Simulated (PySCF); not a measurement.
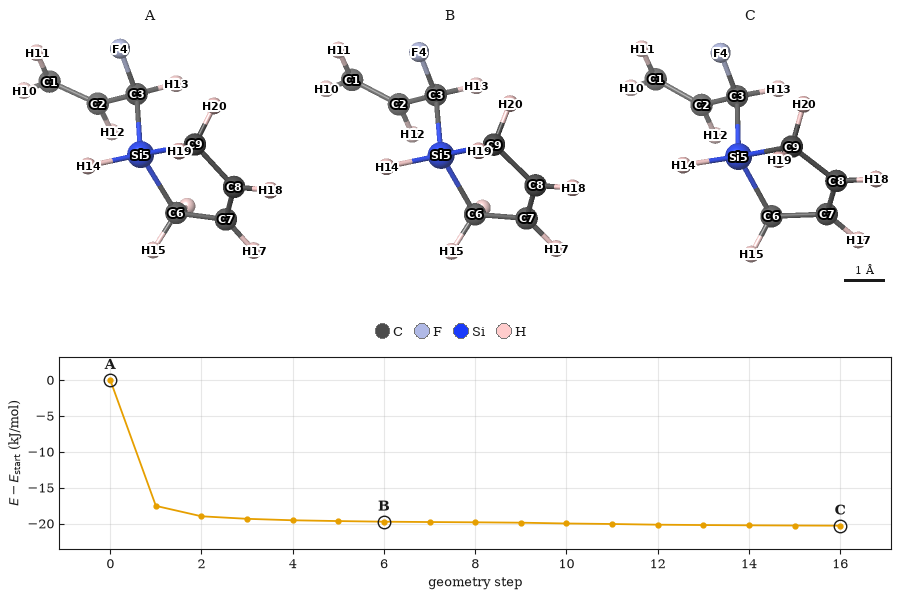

Frames of a relaxation of C7H11FSi, marked on the history of the run. A ball-and-stick model, seen from a free direction.

The start comes from GFN2-xTB. Its atoms were then displaced at random by about 0.01 Å.

All numbers below come from PBE0-D3(BJ)/def2-SVP geometry optimisation, gas phase (PySCF 2.14.0, density-fitted response routines). 

Q: What happens along the run?

A: Over 16 geometry steps the energy falls by 20.3 kJ/mol. An H atom moves most after the best rigid fit: 0.45 Å. By element the largest moves are H 0.45 Å, C 0.22 Å, F 0.14 Å, Si 0.11 Å. Among the contacts that change: C–H 1.043 → 1.092 Å, H–Si 1.445 → 1.492 Å, C–C 1.481 → 1.507 Å, C–Si 1.918 → 1.894 Å. Bond angles that change, for instance: Si–C–H 116.3° → 112.5°, Si–C–H 111.2° → 108.1°, C–C–H 109.5° → 112.2°. Cost: 7.4 min on 1 thread of Arm Neoverse V1, with other jobs on the host. From step 0 to 6: an H atom moves most (0.13 Å), energy −19.7 kJ/mol. From step 6 to 16: an H atom moves most (0.33 Å), energy −0.55 kJ/mol.

| step | E − E(0), kJ/mol |
| --- | --- |
| 0 | 0.00 |
| 1 | -17.53 |
| 2 | -18.98 |
| 3 | -19.33 |
| 4 | -19.54 |
| 5 | -19.65 |
| 6 | -19.73 |
| 7 | -19.78 |
| 8 | -19.82 |
| 9 | -19.87 |
| 10 | -19.98 |
| 11 | -20.05 |
| 12 | -20.15 |
| 13 | -20.20 |
| 14 | -20.24 |
| 15 | -20.27 |
| 16 | -20.29 |
